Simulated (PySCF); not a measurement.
The calculation's input:

```
{"job": {"kind": "nmr", "xc": "B3LYP", "basis": "pcSseg-1", "solvent": "dichloromethane", "pop": false}, "charge": 0, "multiplicity": 1}
C      2.938653     0.121142    -0.112180
O      1.732269    -0.393594     0.392683
C      0.636802    -0.356448    -0.498008
C     -0.322693    -1.482298    -0.045128
C     -1.644470    -1.098367     0.642252
C     -1.731218     0.383005     0.973623
C     -1.448076     1.173208    -0.295808
C      0.038173     1.081182    -0.605008
F      0.690976     1.910234     0.289605
H      2.891227     1.199378    -0.289681
H      3.691069    -0.081089     0.647586
H      3.218028    -0.383610    -1.047010
H      1.005155    -0.620413    -1.505122
H     -0.547503    -2.102058    -0.913768
H      0.274310    -2.087595     0.638006
H     -1.764688    -1.687773     1.551743
H     -2.477824    -1.347940    -0.019358
H     -2.722747     0.618819     1.362626
H     -0.991793     0.647906     1.730603
H     -1.700806     2.227681    -0.170224
H     -2.023583     0.774212    -1.132409
H      0.258739     1.504418    -1.595021
```

Command:

```sh
OMP_NUM_THREADS=1 python ens_run.py task.json out
```

Geometry: GFN2-xTB.

The calculation used PySCF 2.14.0, B3LYP/pcSseg-1, SCF density, in a dichloromethane solvent model, non-relativistic.

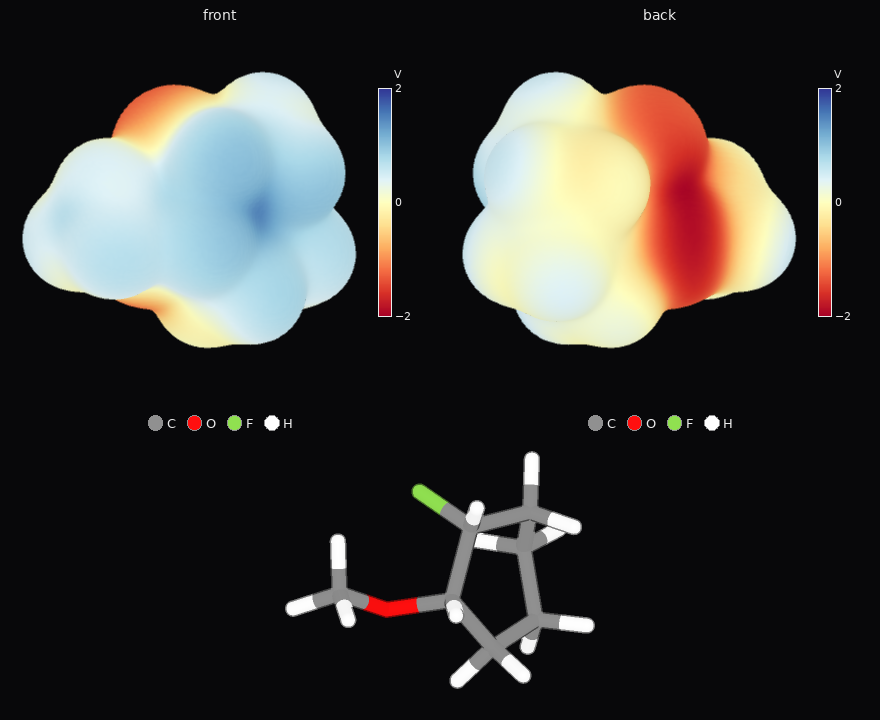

C7H13FO. The molecular electrostatic potential painted on the density surface at 0.002 e/bohr³, seen from the front and from behind; red is negative and blue positive. The bare structure is drawn below in the same view.

Q: Describe the electrostatic potential map.

A: The most negative region (about −1.9 V) lies over O2 and F9, the most positive (about +1.4 V) over C3 and C8.
